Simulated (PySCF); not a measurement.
Input file:

```
mol = gto.M(atom='''
W     -0.15286    -0.11472    -0.17258
O      0.88178     0.75546     0.82479
O     -1.30551    -1.06483     0.88129
H     -1.57732    -1.28530     1.78960
O      0.84887    -1.24337    -1.20455
H      1.74335    -1.55307    -1.43211
O     -1.07283     1.06359    -1.22400
H     -1.22894     1.99363    -1.46430''',
    basis={'W': 'def2-SVP', 'O': 'def2-SVP', 'H': 'def2-SVP'},
    ecp={'W': 'def2-SVP'},
    charge=1, spin=0)
mf = dft.RKS(mol, xc='B3LYP')
mf.grids.atom_grid = (75, 302)  # f atoms: at least (60, 302), unpruned
mf = mf.density_fit()  # W def2-universal-JKFIT, O def2-universal-JKFIT, H def2-universal-JKFIT
mf.conv_tol = 1e-09; mf.max_cycle = 55
mf.kernel(dm0)
```

Launched as:

```sh
OMP_NUM_THREADS=2 python run.py
```

Core potentials replace the inner electrons of W.

The calculation used RKS B3LYP, W def2-SVP with ECP60, O def2-SVP, H def2-SVP; non-relativistic Hamiltonian with scalar-relativistic core potentials where named; density fitting in PySCF.

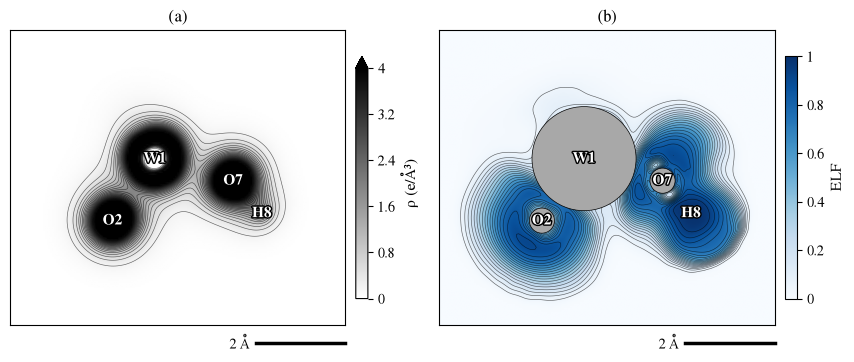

H3O4W (charge +1). (a) electron density; (b) ELF on the plane of atoms O2, W1 and O7. Grey discs cover the atomic cores in the ELF map.

Q: Describe what can be read from this map.

A: Atoms in the plane: W, O and H.
W–O (1.68 Å): ρ at the midpoint is about 2 e/Å³; the ELF peaks at about 0.80 in the valence shell of O, 0.5 Å from its nucleus, and drops to about 0.40 between the two atoms.
O–H (0.97 Å): ρ at the midpoint is about 3.7 e/Å³; the ELF climbs to about 1 towards the hydrogen, as it does in any bond to H.
W–O (1.83 Å): ρ is about 1.2 e/Å³ halfway; the ELF peaks at about 0.80 in the valence shell of O, 0.5 Å from its nucleus, and drops to about 0.25 between the two atoms.
